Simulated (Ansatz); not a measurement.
# Dissociation curves of BSiH5 (boranylsilane)

BSiH5: 7 atoms, total charge 0, spin state singlet. As SMILES, `B[SiH3]`. Geometry: relaxed at PBE0-D4/def2-TZVP.

```tsv
atom	x (Å)	y (Å)	z (Å)
B	-0.0432	-1.1890	0.2043
Si	0.0891	0.7853	-0.1485
H	-1.1260	-1.6906	0.2901
H	0.9064	-1.9025	0.3354
H	-0.6160	1.0934	-1.4272
H	-0.6236	1.5167	0.9396
H	1.4745	1.3188	-0.2395
```

The B1–H4 distance is scanned; the parts on either side stay rigid. Basis STO-3G, 6 core orbitals frozen in the correlated methods; program Ansatz 0.2.0. FCI is exact within this basis and core. Energies in eV from each method's value at 1.195 Å; methods without a U are spin-restricted. The shape above is that at 1.195 Å.

| distance (Å) | PBE | revPBE | r2SCAN | B2PLYP | CCSDT(Q) | CCSDTQ | FCI |
| --- | --- | --- | --- | --- | --- | --- | --- |
| 1.195 | 0.00 | 0.00 | 0.00 | 0.00 | 0.00 | 0.00 | 0.00 |
| 1.494 | 0.94 | 0.92 | 1.03 | 1.06 | 0.94 | 0.94 | 0.94 |
| 1.793 | 2.54 | 2.50 | 2.72 | 2.81 | 2.51 | 2.51 | 2.51 |
| 2.390 | 5.37 | 5.30 | 5.72 | 5.86 | 4.79 | 4.79 | 4.79 |
| 2.988 | 7.05 | 6.94 | 7.49 | 7.36 | 5.48 | 5.47 | 5.47 |

Departure from the FCI curve at its largest: PBE +1.57 eV at 2.99 Å; revPBE +1.46 eV at 2.99 Å; r2SCAN +2.02 eV at 2.99 Å; B2PLYP +1.89 eV at 2.99 Å; CCSDT(Q) within 0.005 eV; CCSDTQ within 0.005 eV. Restricted functionals keep the electrons paired too, and rise too high.

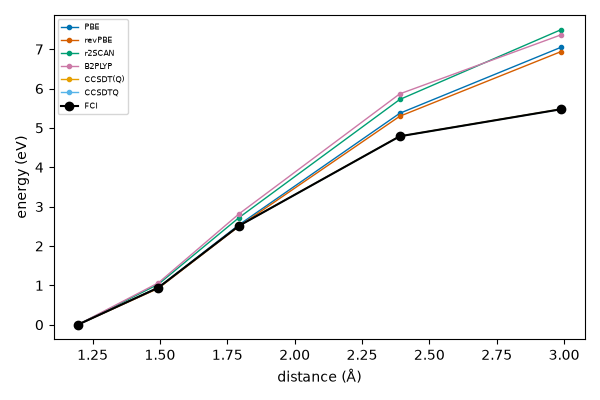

The curves of the table.
